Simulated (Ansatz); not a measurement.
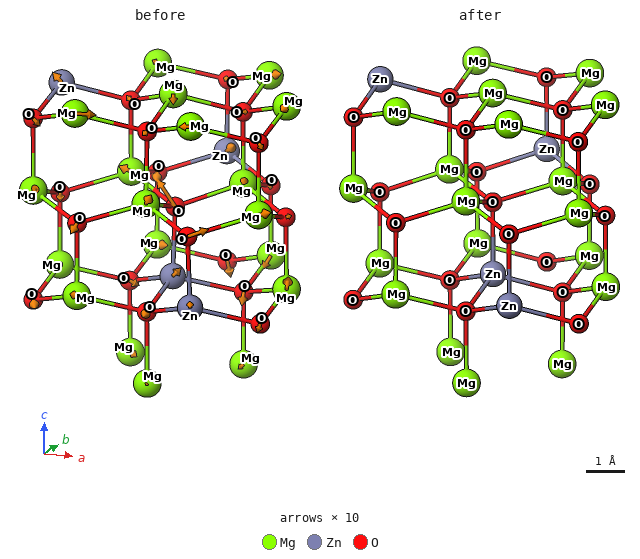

The structure of crystalline Mg78Zn18O96 (a generated structure, set up in P1) before (left) and after (right) a relaxation, at one scale. The orange arrows give the displacements (the part carried along by the change of the cell is left out), magnified 10 times.

The picture is a ball-and-stick view of the atoms within 5.0 Å of the atom that moves most (axes of the cell of the calculation), seen slightly off an axis.

All numbers below come from Ansatz 0.2.0, DFT, PBEsol, PAW, plane waves. Settings: plane-wave cutoff 420 eV; k-point mesh 1 × 1 × 1; mesh shifted by (0.5, 0.5, 0.5); no spin polarisation; cell relaxed at fixed alpha, beta, gamma; force threshold 0.03 eV/Å; at most 80 steps.

> Describe what moved and what it gained.

The energy falls by 1.650 eV per cell of the calculation in 5 geometry steps. The largest force component goes from 1.3 to 0.0016 eV/Å. Pressure: 0.25 GPa at the start and 0.01 GPa at the end. The largest move relative to the cell is that of an O atom, 0.093 Å roughly along [−1 0 2]. By element the largest moves are O 0.093 Å, Zn 0.071 Å, Mg 0.063 Å. The drawn cell changes as follows: a 13.153 → 13.119 Å (−0.3 %), b 17.086 → 17.059 Å (−0.2 %), c 10.122 → 10.172 Å (+0.5 %); the volume changes by +0.1 %. Near-neighbour distances that change, for instance: Mg–O 2.042 → 1.965 Å, O–Zn 1.917 → 1.986 Å, O–Zn 1.932 → 2.000 Å, Mg–O 1.924 → 1.982 Å. Bond angles that change, for instance: Mg–O–Zn 109.3° → 105.1°, O–Zn–O 102.9° → 107.1°, Mg–O–Mg 110.6° → 113.6°. The space group stays P1 (No. 1).
